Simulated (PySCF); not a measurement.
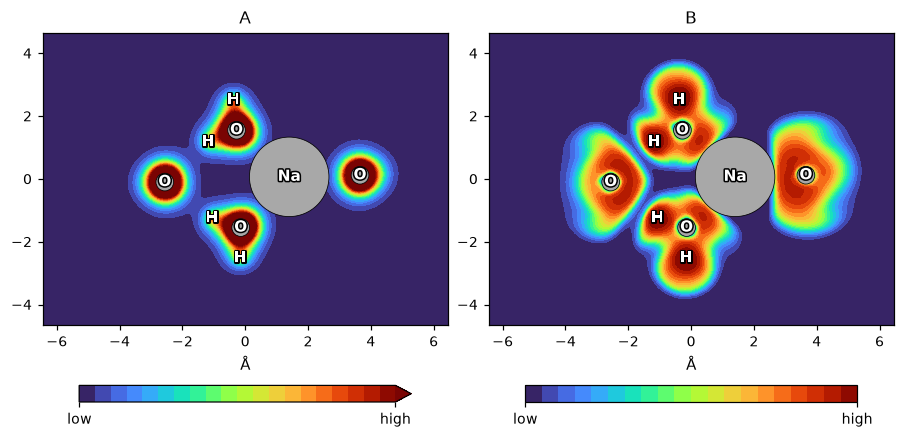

H₆NaO₃···H₂O (charge +1): 2 fields on the plane of atoms Na1, O2 and H4, with unlabelled colour scales. Grey discs cover the atomic cores.

Geometry: PBE0-D3(BJ)/def2-SVPD.

Level of theory: wB97M-D3(BJ)/def2-SVPD, SCF density, gas phase in PySCF.

Question: Match the panels to the quantities (electron density and electron localisation function).

Answer: Panel A: electron density. Panel B: electron localisation function. From the grid: O8···H3 (1.88 Å): the density falls to about 0.19 e/Å³ on the way; the ELF dips to about 0.10 between them; a closed-shell contact with the geometry of a hydrogen bond. Na–O (2.23 Å): ρ is about 0.19 e/Å³ halfway; the ELF peaks at about 0.90 in the valence shell of O, 0.6 Å from its nucleus, and is about 0.10 at the midpoint: an ionic contact with no shared pair.
